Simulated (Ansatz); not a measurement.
The starting structures come from a database of crystals and need not be the phases stable at ambient conditions.

 Where the default PAW files enter, the runs use the earlier of Ansatz's two default sets.

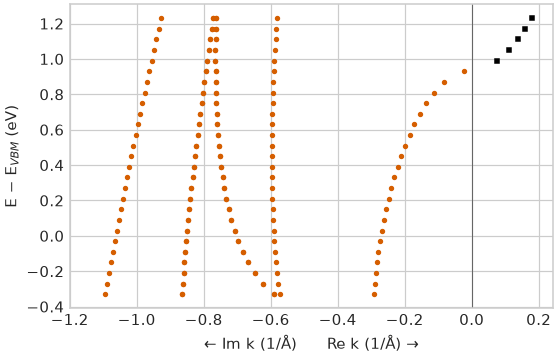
Figure: Complex bands at the centre of the two-dimensional zone; PBEsol run with Ansatz (an electronic-structure program)

The gap is the functional's own. No spin-orbit coupling. Mid-gap values are interpolated on the energy grid.

Problem. This is Cs$_{2}$O (R-3m, not sure to be the ambient phase, 3 atoms a cell, 34.1 Å³ an atom) along the normal of (001). Read off the slowest decay at the centre of the two-dimensional zone at 0.45 eV, the computed energy nearest the middle of the gap.

Solution. κ ≈ 0.21 1/Å, a decay length 1/(2κ) of the density of 2.4 Å.
